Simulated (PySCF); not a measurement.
```yaml
atoms:
  - { symbol: C, position_ang: [-2.7022, 0.0170, 0.0000] }
  - { symbol: C, position_ang: [-1.3774, 0.3866, 0.6290] }
  - { symbol: S, position_ang: [-0.0717, -0.4113, -0.3628] }
  - { symbol: O, position_ang: [-0.0814, 0.1388, -1.6876] }
  - { symbol: O, position_ang: [-0.1818, -1.8390, -0.2358] }
  - { symbol: C, position_ang: [1.5270, 0.0690, 0.4664] }
  - { symbol: C, position_ang: [2.6565, -0.0683, -0.5171] }
  - { symbol: F, position_ang: [1.3596, 1.3657, 0.8784] }
  - { symbol: H, position_ang: [-2.8186, -1.0642, 0.0029] }
  - { symbol: H, position_ang: [-3.5305, 0.4672, 0.5429] }
  - { symbol: H, position_ang: [-2.7230, 0.3621, -1.0308] }
  - { symbol: H, position_ang: [-1.2729, 0.0034, 1.6398] }
  - { symbol: H, position_ang: [-1.1814, 1.4538, 0.5958] }
  - { symbol: H, position_ang: [1.6285, -0.5509, 1.3597] }
  - { symbol: H, position_ang: [2.4256, 0.5215, -1.4015] }
  - { symbol: H, position_ang: [2.7412, -1.1126, -0.8033] }
  - { symbol: H, position_ang: [3.5954, 0.2734, -0.0857] }
```

Geometry: GFN2-xTB.

Level of theory: PySCF 2.14.0, PBE0/def2-SVPD, SCF density, gas phase.

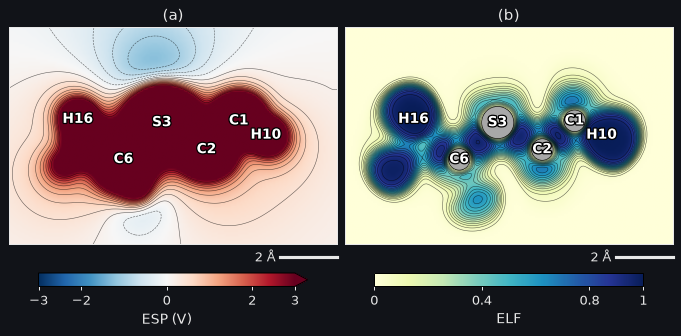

C4H9FO2S. (a) electrostatic potential; (b) electron localisation function on the plane of atoms C2, C1 and H10. Grey discs cover the atomic cores in the ELF map.

> What does the map show?

- The section cuts through C, S and H sites.
- C–C (1.51 Å): the ELF peaks at about 0.95 between the atoms: localised, covalent bonding.
- C–S (1.82 Å): the ELF peaks at about 0.95 between the atoms; a shared electron pair.
- C–H (1.09 Å): the ELF climbs to about 1 towards the hydrogen, as it does in any bond to H (a covalent bond by its length).
- C–S (1.86 Å): the ELF peaks at about 0.95 between the atoms: a shared electron pair.
- Outside the dense part of the molecule the potential is most negative (−1.2 V) near O5, which lies off the plane.
